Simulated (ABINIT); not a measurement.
# A GW chain in ABINIT: KBr (Fm-3m), part 3 of 3

Aim: the G0W0 gap of KBr (Fm-3m) on PBE with spin-orbit coupling, step by step.

ABINIT 10.8.3; PBE and many-body steps on it, plane waves. Known limits of the many-body steps: not at the basis limit; screening head approximate.

So far. Step 4 (Empty states on the mesh, 4×4×4 mesh, 158 bands): On this mesh the gap is 4.274 eV. Step 5 (Screening, 4×4×4 mesh, 144 bands, screening to 119.7 eV): Local fields lower ε∞ by 17 %.

## Step 6: Self-energy, 4×4×4 mesh, 144 bands, screening to 119.7 eV

The self-energy is evaluated for the states that the input lists, and the levels follow from it, in one-shot runs by the linearised quasiparticle equation.

This step: G0W0 on PBE with spin-orbit coupling, plane waves, norm-conserving pseudopotentials.

Contents of run.abi:

```
acell 3*1.0 Angstrom
rprim 
  0.000000000000 3.300000000000 3.300000000000
  3.300000000000 0.000000000000 3.300000000000
  3.300000000000 3.300000000000 0.000000000000
ntypat 2
znucl 19 35
natom 2
typat 1 2
xred 
  0.000000000000 0.000000000000 0.000000000000
  0.500000000000 0.500000000000 0.500000000000
pp_dirpath "pseudos"
pseudos "K.upf, Br.upf"
ecut 33
nspinor 2
ngkpt 4 4 4
nshiftk 1
shiftk 0 0 0
kptopt 1
chksymbreak 0
istwfk *1
occopt 1
irdwfk 1
optdriver 4
nband 144
gwcalctyp 0
ecutsigx 33
symsigma 0
nkptgw 1
kptgw 
  0.0000000000 0.0000000000 0.0000000000
bdgw 
  13 22
ecuteps 4.4
irdscr 1
ppmodel 1
indata_prefix "in"
outdata_prefix "out"
tmpdata_prefix "tmp"
```

Command:

```sh
> OMP_NUM_THREADS=1 mpirun -n 8 abinit run.abi > log
```

Numbers of over 12 decimals in the logs are rounded to 6 here.

Log:

```text
.Version 10.8.3 of ABINIT. v10.8.2 released Aug 2026.

 Symmetries : space group Fm -3 m (#225); Bravais cF (face-center cubic)
[... echo of the input left out ...]
== DATASET  1 ==================================================================
-   mpi_nproc: 8, omp_nthreads: 1 (-1 if OMP is not activated)

--- !DatasetInfo
iteration_state: {dtset: 1, }
dimensions: {natom: 2, nkpt: 8, mband: 144, nsppol: 1, nspinor: 2, nspden: 1, mpw: 4477, }
cutoff_energies: {ecut:  33.0, pawecutdg:  -1.0, }
electrons: {nelect:   1.60000000E+01, charge:   0.00000000E+00, occopt:   1.00000000E+00, tsmear:   1.00000000E-02, }

 SIGMA: Calculation of the GW corrections

 Based on a program developped by R.W. Godby, V. Olevano, G. Onida, and L. Reining.
 Incorporated in ABINIT by V. Olevano, G.-M. Rignanese, and M. Torrent.
.Using double precision arithmetic ; gwpc =  8

[... cell and pseudopotentials left out ...]
--------------------------------------------------------------------------------

 ==== K-mesh for the wavefunctions ====
 Number of points in the irreducible wedge :     8
[... list of points left out ...]
 Together with 48 symmetry operations and time-reversal symmetry
 yields    64 points in the full Brillouin Zone.

 ==== Q-mesh for screening function ====
 Number of points in the irreducible wedge :     8
[... list of points left out ...]
 Together with 48 symmetry operations and time-reversal symmetry
 yields    64 points in the full Brillouin Zone.

 vcoul_init : cutoff-mode = AUXILIARY_FUNCTION
 q-points for optical limit:   1
     1)      0.000010    0.000020    0.000030
 setmesh: FFT mesh size selected  =    45x   45x   45
          total number of points  =        91125

 Number of electrons calculated from density =   16.0000; Expected =   16.0000
 average of density, n =  0.032988
 r_s =    1.9343
 omega_plasma =   17.5199 [eV]

 === KS Band Gaps ===
  >>>> For spin  1
   Minimum direct gap =   4.2745 [eV], located at k-point      :   0.0000  0.0000  0.0000
   Fundamental gap    =   4.2745 [eV], Top of valence bands at :   0.0000  0.0000  0.0000
                                       Bottom of conduction at :   0.0000  0.0000  0.0000
 SIGMA fundamental parameters:
 PLASMON POLE MODEL  1
 number of plane-waves for SigmaX                 4477
 number of plane-waves for SigmaC and W            181
 number of plane-waves for wavefunctions          4477
 number of bands                                   144
 number of independent spin polarizations            1
 number of spinorial components                      2
 number of k-points in IBZ                           8
 number of q-points in IBZ                           8
 number of symmetry operations                      48
 number of k-points in BZ                           64
 number of q-points in BZ                           64
 number of frequencies for dSigma/dE                 9
 frequency step for dSigma/dE [eV]                0.25
 number of omega for Sigma on real axis              0
 max omega for Sigma on real axis  [eV]           0.00
 zcut for avoiding poles [eV]                     0.10

 EPSILON^-1 parameters (SCR file):
 dimension of the eps^-1 matrix on file            181
 dimension of the eps^-1 matrix used               181
 number of plane-waves for wavefunctions          4477
 number of bands                                   144
 number of q-points in IBZ                           8
 number of frequencies                               2
 number of real frequencies                          1
 number of imag frequencies                          1

 matrix elements of self-energy operator (all in [eV])

 Perturbative Calculation

--- !SelfEnergy_ee
iteration_state: {dtset: 1, }
kpoint     : [   0.000,    0.000,    0.000, ]
spin       : 1
KS_gap     :    4.275
QP_gap     :    6.565
Delta_QP_KS:    2.291
data: !SigmaeeData |
     Band     E0 <VxcDFT>   SigX SigC(E0)      Z dSigC/dE  Sig(E)    E-E0       E
       13   0.153 -12.708 -16.480   1.876   0.820  -0.220 -14.263  -1.555  -1.401
       14   0.153 -12.708 -16.472   1.874   0.820  -0.220 -14.258  -1.550  -1.396
       15   0.153 -12.708 -16.473   1.874   0.820  -0.220 -14.259  -1.550  -1.397
       16   0.153 -12.708 -16.469   1.873   0.820  -0.220 -14.256  -1.548  -1.395
       17   4.428  -6.663  -3.092  -2.715   0.868  -0.152  -5.920   0.742   5.170
       18   4.428  -6.663  -3.092  -2.715   0.868  -0.152  -5.920   0.742   5.170
       19   7.596  -8.412  -3.760  -2.818   0.863  -0.159  -6.830   1.582   9.178
       20   7.596  -8.412  -3.760  -2.818   0.863  -0.159  -6.830   1.582   9.178
       21   7.596  -8.412  -3.759  -2.819   0.863  -0.159  -6.830   1.582   9.178
       22   7.596  -8.412  -3.759  -2.819   0.863  -0.159  -6.830   1.582   9.178

== END DATASET(S) ==============================================================
================================================================================

 -outvars: echo values of variables after computation  --------
           etotal      0.0000000000E+00
            nband         144
             nkpt           8
          spgroup         225
 [... the other variables as echoed above ...]

 Calculation completed.
```

Wall time 54 s (8 MPI ranks of Arm Neoverse V1, shared host); peak memory 2.4 GiB.

This step gave:

```
G0W0 gap on the points computed              : 6.565 eV
starting gap on the mesh                     : 4.274 eV
k of the valence top                         : 0, 0, 0
k of the conduction bottom                   : 0, 0, 0
Z at the valence top                         : 0.82
Z at the conduction bottom                   : 0.868
least direct G0W0 gap on the computed points : 6.565 eV
```

The gap on the mesh goes from 4.27 eV to 6.56 eV, a correction of +2.29 eV.

Limits: finite bands, cutoff and mesh; screening head approximate. v1 is the top filled band, c1 the lowest empty one. The levels before and after the correction (eV, zero at the valence-band top of each column):

```tsv
	conduction bottom	valence top
Kohn-Sham	4.27	0.00
G0W0	6.57	0.00
```

```tsv
	level	energy (eV)
Kohn-Sham	Γ v4	0.000
Kohn-Sham	Γ v3-v1	0.000
Kohn-Sham	Γ c1-c2	4.274
Kohn-Sham	Γ c3-c6	7.443
G0W0	Γ v4	-0.006
G0W0	Γ v3-v1	-0.001
G0W0	Γ c1-c2	6.565
G0W0	Γ c3-c6	10.573
```

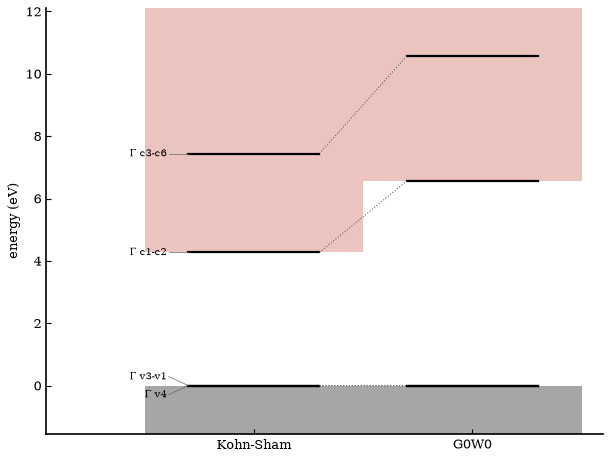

Levels before and after the correction. Shaded: valence and conduction bands.

## Step 7: Where the time went

Times are wall times on 8 MPI ranks of Arm Neoverse V1, shared host, good to a factor of about two.

```tsv
step	time	share	memory (GiB)
ground state	15 s	6 %	0.67
bands along the symmetry lines	45 s	18 %	0.65
empty states on the mesh	70 s	28 %	0.84
screening	68 s	27 %	3.0
self-energy	54 s	22 %	2.4
```

## Step 8: Results

| Property | Result |
| --- | --- |
| PBE gap | 4.27 eV, direct |
| G0W0 gap on the mesh | 6.56 eV |
| GW settings | 4×4×4 mesh, 144 bands, screening to 119.7 eV, Godby-Needs plasmon pole |
| known limits | not at the basis limit; screening head approximate |

What this shows: G0W0 moves the gap on the mesh from 4.27 eV to 6.56 eV (+2.29 eV), with Z of 0.82 and 0.87 at the edges. Local fields lower the RPA ε∞ on this mesh from 2.92 to 2.41. Only 1 of the mesh's irreducible points was corrected, so a valley elsewhere could overtake. Bands and cutoff are finite, so the gap is not at the basis limit. The miss can reach some tenths of an eV and take either sign; the mesh is an error of its own. In the G0W0 run levels were corrected at 1 k point alone, so a gap called «on the mesh» is the least over those, and an edge elsewhere would be missed. The long-wavelength limit of the screening leaves out the non-local commutator, which shifts ε∞.

[Paths, hosts, dates, memory and timing lines, banners, echoed tables and standing remarks are left out of the program output.]

[Logs are printed without paths, hosts, clocks, repeated set-up lines and the standing remarks that a program may print on its own settings, such as how far it seeks lower states.]

[Runs of the session that timed out or met a known fault of the program may be left out.]

[Hosts, paths, dates, database ids (printed as entryN), source tags and the programs' standing remarks are cut or masked in the printed files.]

[G0W0 gaps are taken among the corrected bands and points alone; a level outside them can change the order at an edge.]

[Where Ansatz stands beside ABINIT at settings called matched, ABINIT's density can come from a denser mesh and the files from another edition; pairs whose starting gaps differed by over 0.03 eV were left out, so agreement reads better than it is.]
